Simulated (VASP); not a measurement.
Band structure of CdPt3 (space group Pm-3m). These are LDA (Ceperley-Alder, Perdew-Zunger) with spin-orbit coupling, VASP's LDA PAW potentials (set 64) (plane waves; VASP) values and carry that method's errors.

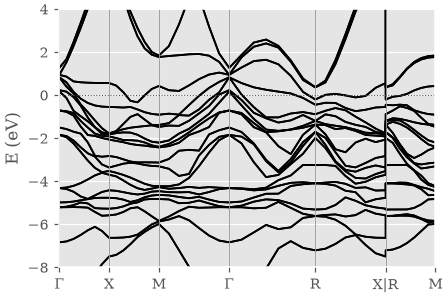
Figure. Bands along high-symmetry lines, zero at the valence-band maximum or, without a gap, the Fermi level

Q: Read the plot: is there a gap, and where are the band edges?

A: It has no gap at this level: it comes out as a metal or semimetal.

The structure comes from a computed database's CdPt3 entry (Pm-3m); how it stands against other phases isn't given here. It was relaxed first.
